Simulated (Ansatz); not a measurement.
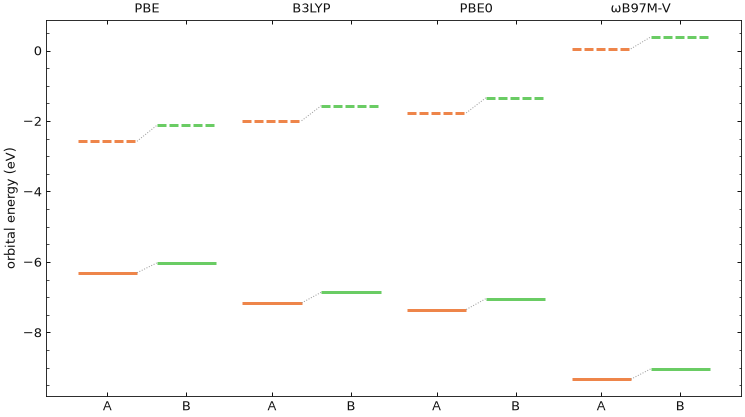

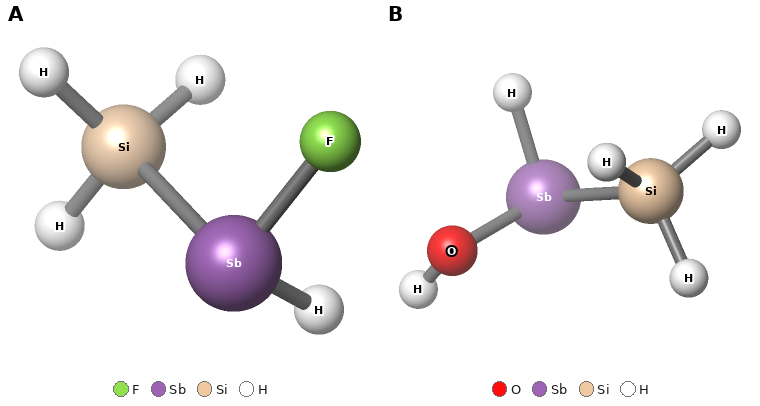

One change: A, SiSbH₄F (SMILES [F][SbH][SiH3]), becomes B, SiSbH₅O (SMILES [OH][SbH][SiH3]). F on Sb is replaced by OH. HOMO (solid) and LUMO (dashed) computed in def2-TZVPP at PBE0-D4/def2-TZVP geometries, both minima by their frequencies, gas phase, the Ansatz code. Empty levels above zero depend strongly on the basis.

> What does the change do to HOMO and LUMO?

PBE: the HOMO rises by 0.28 eV, the LUMO rises by 0.45 eV, and the separation goes from 3.73 to 3.90 eV. B3LYP: the HOMO rises by 0.30 eV, the LUMO rises by 0.43 eV, and the separation goes from 5.17 to 5.30 eV. PBE0: the HOMO rises by 0.31 eV, the LUMO rises by 0.43 eV, and the separation goes from 5.58 to 5.70 eV. ωB97M-V: the HOMO rises by 0.29 eV, the LUMO rises by 0.34 eV, and the separation goes from 9.38 to 9.42 eV.

> Do the functionals agree on the effect?

They agree on the direction for both levels; the HOMO shift lies between 0.28 and 0.31 eV and the LUMO shift between 0.34 and 0.45 eV, while the separations themselves differ by up to 5.6 eV between functionals.

Note: core potentials past krypton; spin-orbit coupling is left out, and with Sb it can shift these values.
